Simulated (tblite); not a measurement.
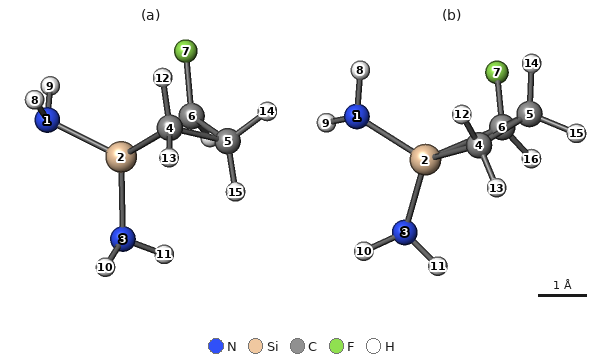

The structure of C3H9FN2Si before (left) and after (right) a relaxation, at one scale.

A ball-and-stick model, seen from a free direction.

Computed with GFN2-xTB geometry optimisation, gas phase (tblite 0.8.0). 

What changed between the two?

Answer. The atom that moves furthest after the best rigid fit is H15 (1.54 Å). Largest moves by element: H 1.54 Å, F 0.92 Å, C 0.59 Å, N 0.48 Å, Si 0.10 Å. Some distances before and after: Si2–C6 1.854 → 1.935 Å, Si2–C4 1.842 → 1.916 Å, Si2–N3 1.781 → 1.722 Å, N1–Si2 1.765 → 1.720 Å. Bond angles that change, for instance: C4–C5–C6 88.8° → 100.6°, N1–Si2–N3 115.4° → 105.7°, Si2–N1–H8 108.4° → 117.6°. Groups turn about N1–Si2 by about 70°, C4–C5 by about 50°, C5–C6 by about 50°. Over 119 geometry steps the energy falls by 1.335 eV. The run took 2.3 s on 1 thread of Intel(R) Xeon(R) Processor @ 2.50GHz, on a shared host.
